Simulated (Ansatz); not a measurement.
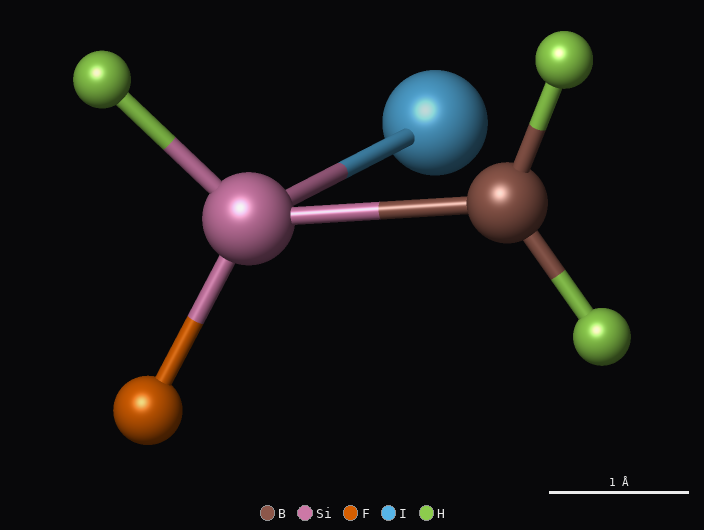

The structure as it stands in the input.

Input file:

```yaml
crystal:
  periodic: [false, false, false]
  atoms:
    - {symbol: B, position_ang: [-0.145003, 0.930719, 0.568285]}
    - {symbol: Si, position_ang: [0.580112, -0.616301, -0.354379]}
    - {symbol: F, position_ang: [1.135370, -0.541412, -1.843806]}
    - {symbol: I, position_ang: [-1.929696, -0.758593, -0.343333]}
    - {symbol: H, position_ang: [-0.308075, 0.863868, 1.747810]}
    - {symbol: H, position_ang: [-0.373354, 1.923057, -0.051126]}
    - {symbol: H, position_ang: [1.101846, -1.869439, 0.230849]}
basis:
  gaussian: {orbitals: ANO-RCC-VTZP, nuclear_model: gaussian}
magnetization: {spin_polarized: true, initial_magnetization: 2}
hamiltonian: {xc: {name: B97}}
output: {forces: true}
```

Command:

```sh
ansatz run in.yaml --threads 2 --pin off --events-out ev --progress --plain --max-ram 4352MiB
```

Result:

```
Functional definition: B97
  name "B97"
  cite "Becke, J. Chem. Phys. 107, 8554 (1997) doi:10.1063/1.475007"
  parameter cx = 0.1943
  parameter cx0 = 0.8094
  parameter cx1 = 0.5073
  parameter cx2 = 0.7481
  parameter css0 = 0.1737
  parameter css1 = 2.3487
  parameter css2 = -2.4868
  parameter cos0 = 0.9454
  parameter cos1 = 0.7471
  parameter cos2 = -4.5961
  exchange = spin_sum(e_x_unif_s*poly(b97_u_x, cx0, cx1, cx2)) + cx*exact_x
  correlation = spin_sum(e_c_pw_same_spin*poly(b97_u_same, css0, css1, css2))
      + integral(e_c_pw_opposite_spin*poly(b97_u_opposite, cos0, cos1, cos2))
1801 factors; their error is unknown
mean field evaluation 1: about -204941.7807 eV, gradient 4.0e1 eV
mean field evaluation 2: about -204912.9842 eV, gradient 7.2e1 eV
mean field evaluation 4: about -204951.3325 eV, gradient 9.9e0 eV
mean field evaluation 8: about -204951.9638 eV, gradient 1.2e0 eV
mean field evaluation 16: about -204952.2223 eV, gradient 4.0e-2 eV
mean field evaluation 32: about -204950.5347 eV, gradient 1.2e1 eV
mean field -204952.22236809 eV, -7531.8552504215 hartree, gradient 1.2e-5 eV, S^2 2.007409; 5 other end points of the search recorded, 0 dependent functions left out
the calculation of the forces begins
reference -204952.22243619 eV, -7531.8552529242 hartree; 43, 41 occupied and 161, 163 virtual orbitals, 1801 factors
Total energy: -204952.22243619 eV, -7531.8552529242 hartree
Relativity: scalar
Atom 0 at    -0.145003     0.930719     0.568285 Å, force     0.445228     2.145067     1.165975 eV/Å
Atom 1 at     0.580112    -0.616301    -0.354379 Å, force     0.474993    -0.459698     0.179005 eV/Å
Atom 2 at     1.135370    -0.541412    -1.843806 Å, force    -0.088681     0.144739    -0.302973 eV/Å
Atom 3 at    -1.929696    -0.758593    -0.343333 Å, force    -1.890607    -1.602312    -1.077999 eV/Å
Atom 4 at    -0.308075     0.863868     1.747810 Å, force     0.618273    -0.264791     0.015680 eV/Å
Atom 5 at    -0.373354     1.923057    -0.051126 Å, force     0.435064    -0.110480    -0.181986 eV/Å
Atom 6 at     1.101846    -1.869439     0.230849 Å, force     0.005730     0.147475     0.202298 eV/Å
Dipole moment:    -0.050928    -0.304006     0.070839 e Å
```

The run converged.

The spin state was imposed, and no run here compares it with a lower spin, which may lie lower.
